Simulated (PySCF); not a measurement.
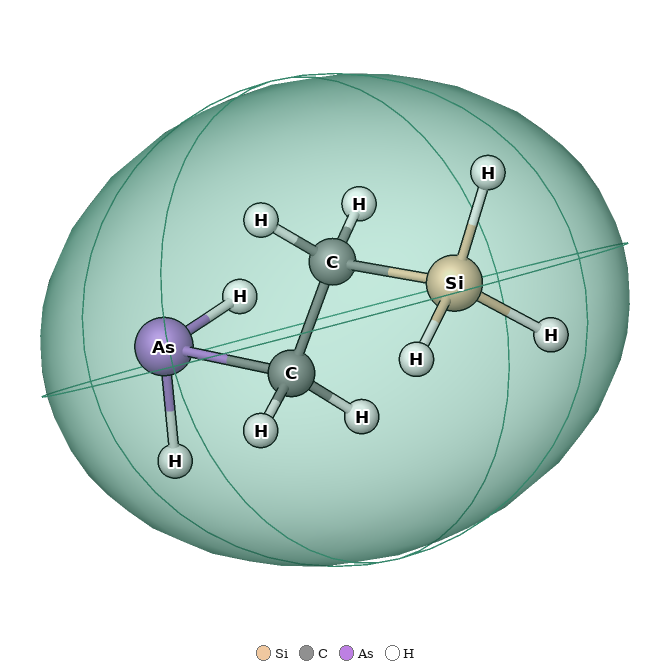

The ellipsoid shows the static dipole polarisability: its half-axes are proportional to the principal values. Computed geometry: GFN2-xTB optimisation. No frequency run is at hand to confirm it as a minimum. Level of theory: ωB97X-D/def2-SVPD (PySCF 2.14.0).

> How large and how anisotropic is the polarisability?

Principal values 73.9, 76.2, 109.1 bohr³; mean 86.4 bohr³ (12.80 Å³); anisotropy 34.1 bohr³, so the longest axis is 1.48 times the shortest.

The geometry is semi-empirical. Around As, Si such bond lengths and angles can be off by a tenth of an ångström or more and by several degrees, and values that hang on the shape move with them.
